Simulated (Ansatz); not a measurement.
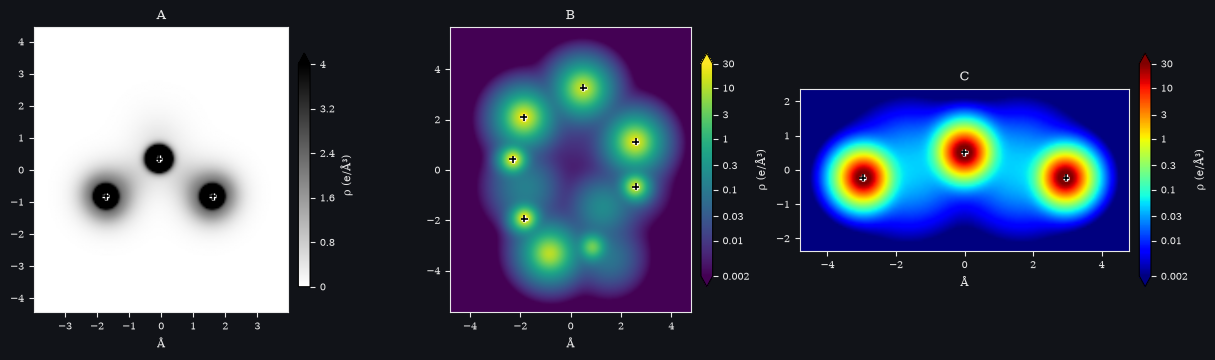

The electron density of 3 systems, each on a plane through atoms (crosses mark nuclei in the plane).

These are results of RKS PBE0-D4/def2-TZVP (Ansatz 0.2.0), not measurements.

System 1: F₁₂Li₁₂, the plane of atoms Li7, Li18 and F19. Geometry: r2SCAN-D4/def2-SVP.

```xyz
24

Li    0.4375    0.7144   -3.3540
F     1.7759   -0.0078   -2.4057
Li    0.8568   -1.5549   -2.6394
F    -0.5257   -0.8209   -3.4943
Li   -1.6746    0.0310   -2.4089
F    -0.8881    1.6525   -2.6229
Li   -0.4319    2.3870   -1.1155
F     1.2374    2.1821   -0.4554
Li    1.9858    0.5757   -0.7230
F     1.9490   -0.5495    0.7295
Li    1.1176   -2.1176    0.4337
F     0.4931   -2.4584   -1.2060
Li   -1.1129   -2.1185   -0.4397
F    -1.9477   -0.5513   -0.7310
F    -0.4878   -2.4629    1.1989
Li   -1.9870    0.5696    0.7247
F    -1.2423    2.1785    0.4617
Li    0.4266    2.3848    1.1223
F     0.8845    1.6469    2.6275
Li    1.6746    0.0277    2.4089
Li   -0.8535   -1.5642    2.6349
F    -1.7758   -0.0183    2.4057
Li   -0.4390    0.7039    3.3561
F     0.5275   -0.8297    3.4919
```

System 2: H₄Na₅ (charge +1), the plane of atoms Na1, Na4 and Na5. Geometry: r2SCAN-D4/def2-SVP.

```xyz
9

Na    1.6312   -2.4349   -0.4820
Na    1.2347    0.2818    2.6860
Na   -1.4896   -0.5139   -2.5162
Na    0.3653    0.3358   -0.2424
Na   -1.8850    2.1993    0.6502
H    -1.6341    1.0608   -1.1131
H     1.7052   -0.9960    1.0672
H     0.2465   -1.4190   -1.7172
H    -0.1741    1.4861    1.6677
```

System 3: Cl₃HSSi (Si(SH)Cl3), the plane of atoms Cl4, Si1 and Cl6. Geometry: PBE0-D4/def2-SVP.

| atom | x (Å) | y (Å) | z (Å) |
| --- | --- | --- | --- |
| Si | 0.1930 | -0.0075 | -0.3747 |
| S | 0.2939 | 0.0254 | 1.7363 |
| H | -1.0506 | 0.0378 | 1.8837 |
| Cl | 2.1229 | -0.0187 | -1.0362 |
| Cl | -0.7795 | 1.6278 | -1.1295 |
| Cl | -0.7797 | -1.6648 | -1.0796 |

> Which map belongs to which system?

Panel A is system 3, Cl₃HSSi: the plane holds Si and Cl. Si–Cl (2.04 Å): ρ at the midpoint is about 0.94 e/Å³. Panel B is system 1, F₁₂Li₁₂: the plane holds Li and F. Li–F (1.74 Å): ρ at the midpoint is about 0.53 e/Å³. Panel C is system 2, H₄Na₅: the plane holds Na. Na–Na (3.06 Å): ρ is about 0.05 e/Å³ halfway.
